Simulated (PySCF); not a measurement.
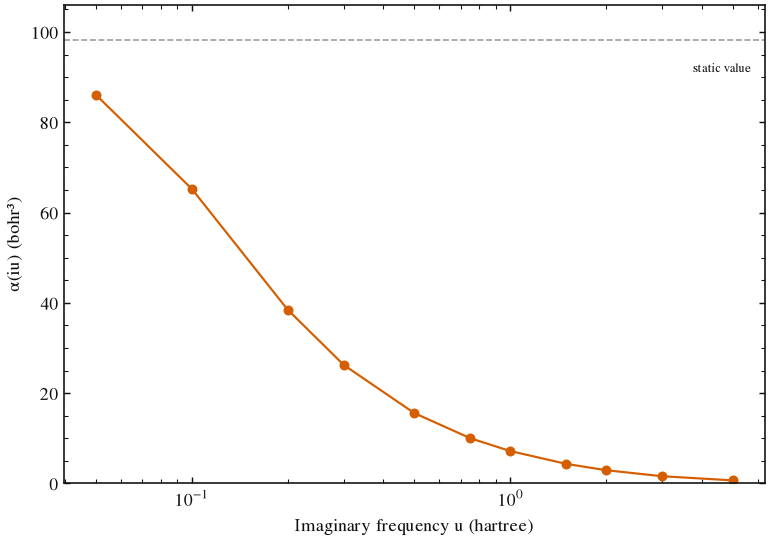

Dipole polarisability at imaginary frequency of Au⁻ ([Xe] 4f¹⁴ 5d¹⁰ 6s²). Coupled response at the CAM-B3LYP level; PySCF, def2-QZVPPD with a 60-electron core potential, unrestricted single determinants, no spin-orbit coupling.

**Describe the response.**

The static dipole polarisability is 98.1 bohr³; α(iu) falls to half of it near u = 0.15 hartree. The Casimir–Polder integral gives C₆ = 1200 hartree bohr⁶ for two such species.
